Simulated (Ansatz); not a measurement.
# F2H2Si: what the fields show

```json
{"atom": "Si", "x (Å)": "-0.0517", "y (Å)": "-0.0124", "z (Å)": "0.0109"}
{"atom": "F", "x (Å)": "0.5897", "y (Å)": "1.4371", "z (Å)": "0.0527"}
{"atom": "F", "x (Å)": "1.0828", "y (Å)": "-1.0376", "z (Å)": "-0.4083"}
{"atom": "H", "x (Å)": "-1.1035", "y (Å)": "-0.0295", "z (Å)": "-1.0224"}
{"atom": "H", "x (Å)": "-0.5171", "y (Å)": "-0.3577", "z (Å)": "1.3669"}
```

The product side of a reaction path; geometry: PBE0-D4/def2-TZVP.

All numbers below come from RKS PBE0-D4/def2-TZVPP in Ansatz 0.2.0.

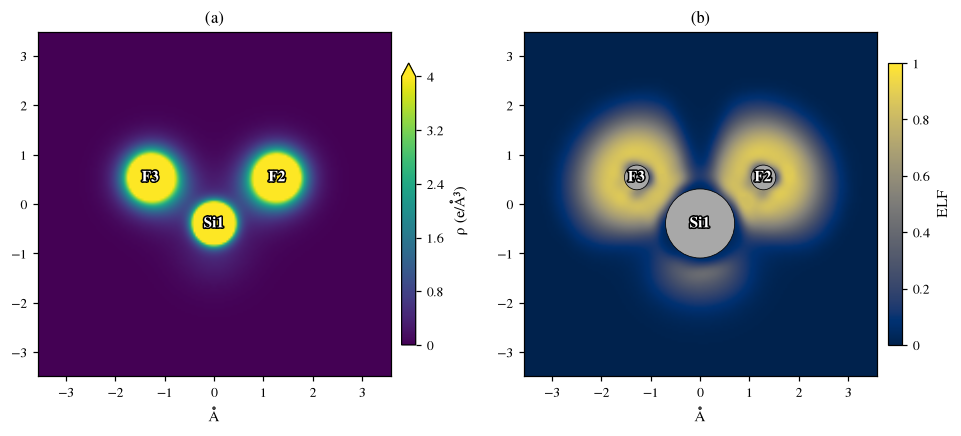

Figure 1. (a) total electron density; (b) electron localisation function on the plane of atoms F2, Si1 and F3. Grey discs cover the atomic cores in the ELF map.

What do the fields say about this system?

- The plane passes through Si and F nuclei.
- Si–F (1.59 Å): ρ at the midpoint is about 1.2 e/Å³; the ELF peaks at about 0.85 in the valence shell of F, 0.6 Å from its nucleus, and is about 0.45 at the midpoint.
- The ELF also peaks beside F3 and F2, away from the bonds: lone-pair regions.

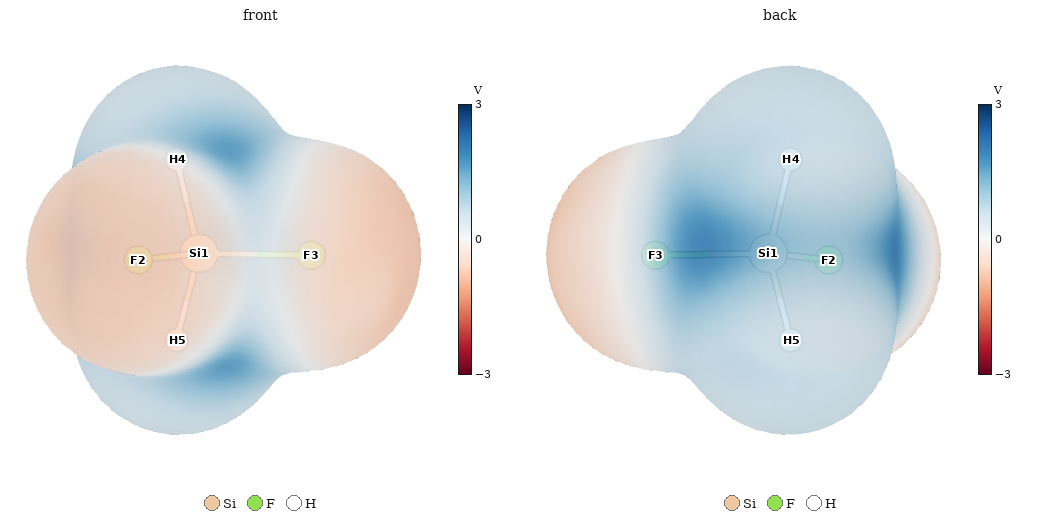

Figure 2. The electrostatic potential painted on the density surface at 0.002 e/bohr³, seen from the front and from behind; the colour scale runs from red (negative) to blue (positive).

Where is the surface potential most negative and most positive?

The most negative region (about −0.7 V, or −16 kcal/mol for a unit charge) lies over F2 and F3, the most positive (about +2.0 V, or +46 kcal/mol for a unit charge) over Si1.

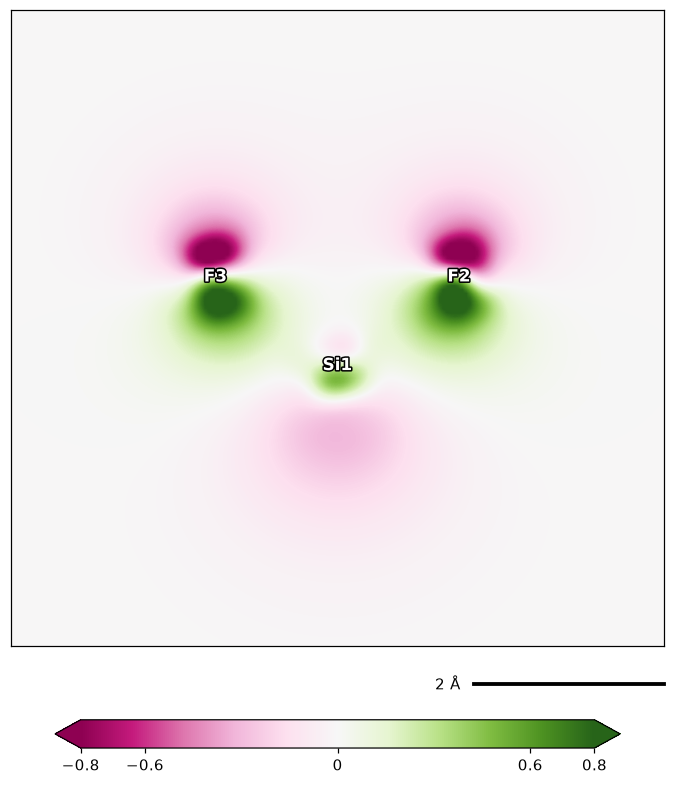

Figure 3. The HOMO−1 on the plane of atoms F2, Si1 and F3 (values in Å⁻³ᐟ²; the overall sign is arbitrary).

What is the character of this orbital?

Its weight (Hirshfeld) is mainly on Si1 (about 30 %), F2 (about 25 %), F3 (about 25 %), H4 (about 15 %) and H5 (about 15 %). Its energy is −11.86 eV.
